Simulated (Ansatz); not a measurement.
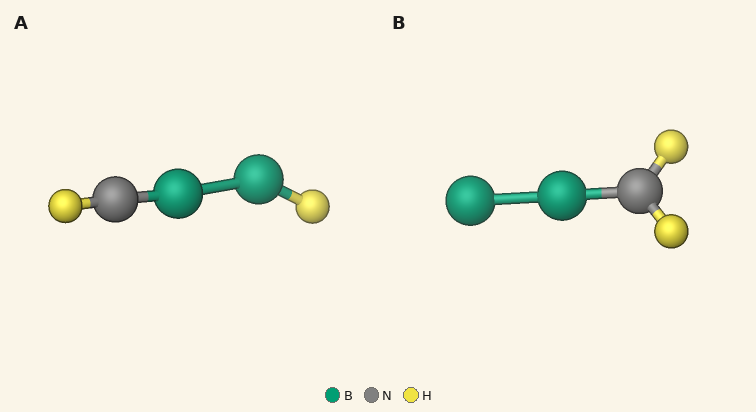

2 stationary structures of one formula. Charge 0, doublet. Geometries: PBE0-D4/def2-TZVP. Electronic energies: r2SCAN-D4/def2-TZVPP (Ansatz 0.2.0), without zero-point energy. No frequency run is at hand to confirm each as a minimum.

Question: Rank them by energy, lowest first.

Answer: A is lowest; B lies 168.7 kJ/mol above it.

Give E(B) − E(A) in kJ/mol at these levels too: PBE0-D4/def2-TZVP; UHF-CCSD(T) (frozen core)/def2-TZVPP; r2SCAN-D4/def2-TZVPP; PBE-D4/def2-TZVPP; B3LYP-D4/def2-TZVPP; ωB97M-V/def2-TZVPP; PBE0-D4/def2-TZVPP.

```
                               level  E(B) − E(A) (kJ/mol)
                   PBE0-D4/def2-TZVP                +174.2
UHF-CCSD(T) (frozen core)/def2-TZVPP                +193.8
                r2SCAN-D4/def2-TZVPP                +168.7
                   PBE-D4/def2-TZVPP                +180.4
                 B3LYP-D4/def2-TZVPP                +189.6
                  ωB97M-V/def2-TZVPP                +192.6
                  PBE0-D4/def2-TZVPP                +172.6
```

The determinant isn't a pure spin state (⟨S²⟩ up to 1.57).
